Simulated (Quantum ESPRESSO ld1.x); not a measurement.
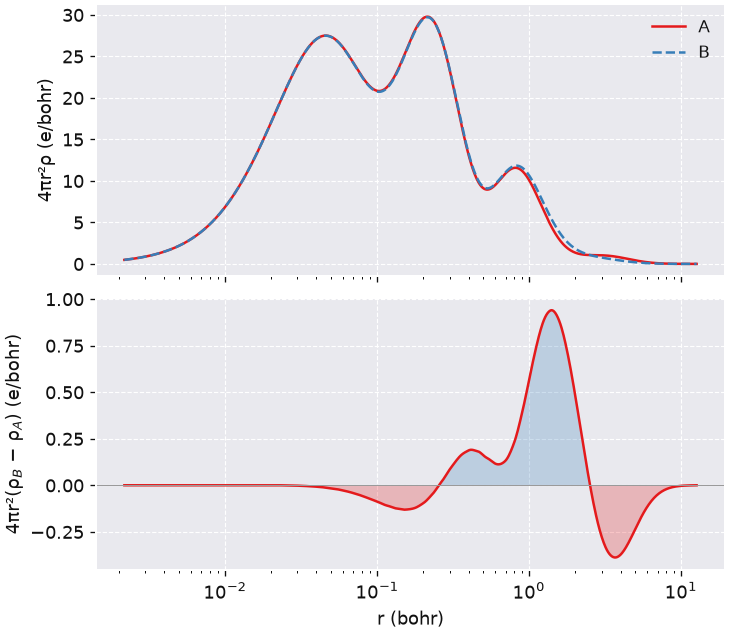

The neutral vanadium atom was computed in two configurations: [Ar] 3d2 4p3 (3d3/2: 2, 4p1/2: 2, 4p3/2: 1); [Ar] 3d4 4s1 (3d3/2: 4). The calculation used Quantum ESPRESSO ld1.x 7.5 at this level: Dirac Kohn-Sham, PBE, spin-unpolarised, spherical densities, point nucleus.

The plot shows both radial densities and the radial density of run B less that of run A; on the logarithmic r axis, areas aren't charges.

> Which run is A and which is B? Where does the charge move?

A is [Ar] 3d2 4p3 (3d3/2: 2, 4p1/2: 2, 4p3/2: 1); B is [Ar] 3d4 4s1 (3d3/2: 4). B holds 1.1 electrons more than A where the difference is positive (most at r = 1.4 bohr) and 1.1 electrons fewer where it is negative (most at r = 3.7 bohr), with no net change. The energy of B less that of A is −13.4 eV.
